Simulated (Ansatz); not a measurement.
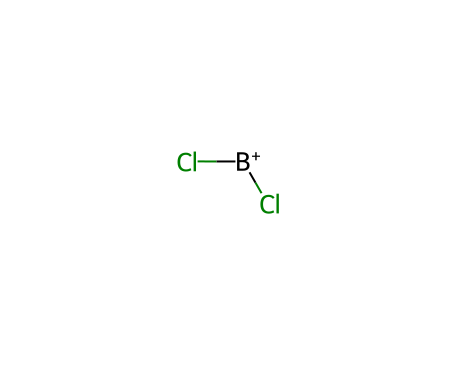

A structural formula. The species has charge +1 and is a spin singlet.

**Write the SMILES.**

Cl[B+]Cl

**What is the molecular formula?**

BCl2, charge +1.

**An optimisation with PBE0-D4/def2-TZVP gave a structure of which point group?**

D∞h.

More results for the same structure follow; atom numbers are the same in all pictures, views and colours differ. The geometry was computed by an optimisation with PBE0-D4/def2-TZVP.

**Geometry**

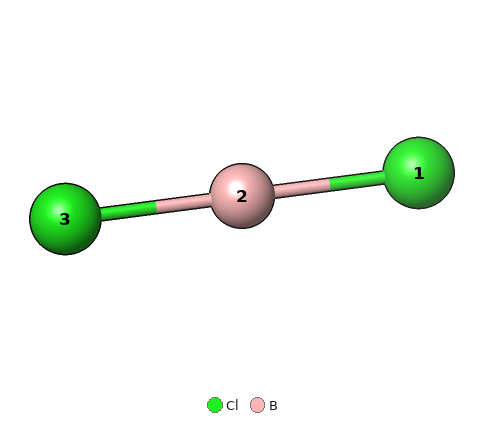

Atoms carry their numbers in the input.

**Describe the coordination of atom 2.**

B2 has 2 neighbours (Cl1 at 1.61, Cl3 at 1.61 Å); the arrangement is linear.

**Vibrations**

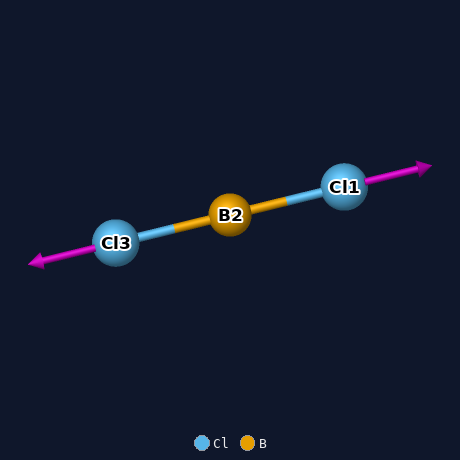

The arrows show one normal mode. Harmonic vibrations computed with RKS PBE0-D4/def2-TZVP (Ansatz 0.2.0) at a stationary point of the same level.

**Describe the motion.**

Mostly in-phase stretching of 2 B–Cl bonds.

**Estimate its harmonic wavenumber.**

567 cm⁻¹; it is mode 3 of 4 counted from the lowest.

**Levels of theory compared**

Program: Ansatz 0.2.0.

At this fixed geometry, give HOMO–LUMO gap (eV), HOMO energy (eV) at these levels: B3LYP-D4/def2-TZVPP; B97M-V/def2-TZVPP; BLYP-D4/def2-TZVPP; PBE-D4/def2-TZVPP; PBE0-D4/def2-SVP; PBE0-D4/def2-TZVPP; SPW92 (LDA)/def2-TZVPP; revPBE-D4/def2-TZVPP; ωB97M-V/def2-SVP; ωB97M-V/def2-TZVPP; ωB97X-V/def2-TZVPP.

| level | HOMO–LUMO gap (eV) | HOMO energy (eV) |
| --- | --- | --- |
| B3LYP-D4/def2-TZVPP | 8.22 | −16.73 |
| B97M-V/def2-TZVPP | 7.26 | −16.10 |
| BLYP-D4/def2-TZVPP | 6.34 | −15.46 |
| PBE-D4/def2-TZVPP | 6.37 | −15.66 |
| PBE0-D4/def2-SVP | 8.93 | −17.19 |
| PBE0-D4/def2-TZVPP | 8.73 | −17.04 |
| SPW92 (LDA)/def2-TZVPP | 6.27 | −15.78 |
| revPBE-D4/def2-TZVPP | 6.42 | −15.62 |
| ωB97M-V/def2-SVP | 13.34 | −19.32 |
| ωB97M-V/def2-TZVPP | 13.16 | −19.20 |
| ωB97X-V/def2-TZVPP | 13.44 | −19.41 |

**Charges**

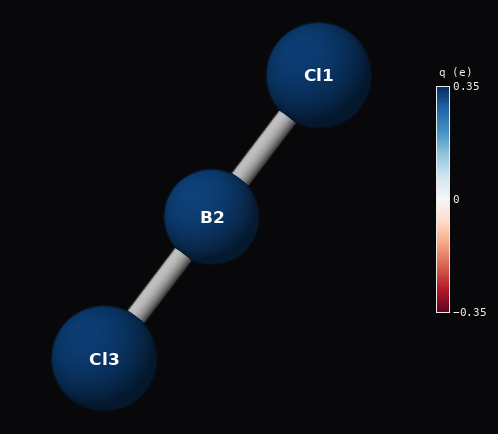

Atoms are coloured by their Mulliken charges. Properties computed with RKS B3LYP-D4/def2-TZVPP (Ansatz 0.2.0).

Give the Mulliken charges atom by atom.

```csv
atom,value (e)
Cl1,0.33
B2,0.33
Cl3,0.33
```

Mulliken values depend strongly on the basis set and can even reverse the polarity of a bond.
